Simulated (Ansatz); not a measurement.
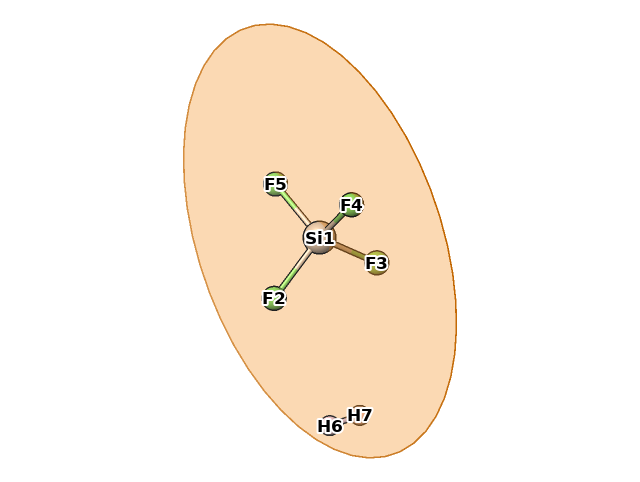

A disc through the centre of mass is drawn in. Atoms fade into the background with distance from the viewer. The geometry was computed by an optimisation with PBE0-D4/def2-TZVP. No frequency run is at hand to confirm it as a minimum.

Q: Is the plane of the disc a mirror plane of the structure?

A: Yes. The reflection leaves Si1, F4, F5 in place and moves F2 ↔ F3; H6 ↔ H7. The point group is C2v.
